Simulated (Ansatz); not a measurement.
The starting structures come from a database of crystals and need not be the phases stable at ambient conditions.

 Where the default PAW files enter, the runs use the earlier of Ansatz's two default sets.

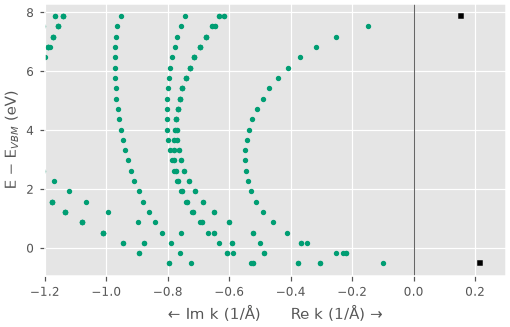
Figure: Complex bands at the centre of the two-dimensional zone; r2SCAN (Ansatz, a first-principles code)

The gap is the functional's own, uncorrected, and κ follows it; spin-orbit coupling is left out. Mid-gap values are interpolated between the computed energies.

Task: This is Rb2NaAlF6 (Fm-3m, not sure to be the ambient phase, 10 atoms a cell, 15.1 Å³ an atom, -3 GPa at this level) along the normal of (111). Read off the slowest decay at the centre of the two-dimensional zone at 3.67 eV, the computed energy nearest the middle of the gap.

Result: κ ≈ 0.54 1/Å, a decay length 1/(2κ) of the density of 0.92 Å.
